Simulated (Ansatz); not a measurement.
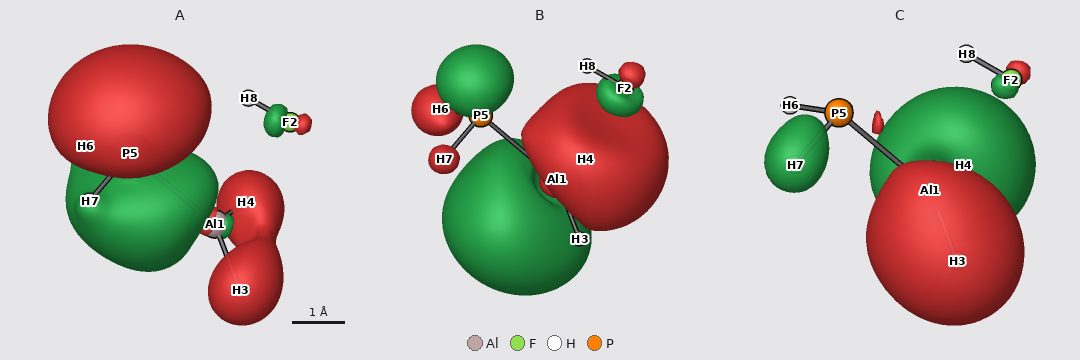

Figure. AlH4P···HF. Three frontier orbitals at ±0.08 Å⁻³ᐟ² (green and red are the two phases), in no order.

Not at a stationary point (largest force 0.6 eV/Å).

Level of theory: RKS B3LYP/6-31G* in Ansatz.

```xyz
8

Al    0.1171   -0.5387   -0.3925
F    -0.0478    0.1992    2.3850
H     1.4599    0.2356   -0.7246
H    -1.3317   -0.0079   -0.7711
P     0.1782   -2.5448    0.7284
H    -0.6649   -3.3523   -0.0749
H     1.4110   -3.0795    0.2745
H    -0.1643   -0.7113    2.5668
```

### Order the three orbitals by energy and name them.

C is the HOMO−1 (−8.38 eV). It lies mainly on Al1 (about 35 %), H4 (about 35 %) and H3 (about 25 %). A is the HOMO (−6.97 eV). By Hirshfeld shares it lies mainly on P5 (about 70 %) and Al1 (about 15 %); largely a lone pair of P5. B is the LUMO (−1.40 eV). It lies mainly on Al1 (about 70 %) and P5 (about 10 %).

### What is the HOMO–LUMO gap?

5.57 eV between the orbital energies.
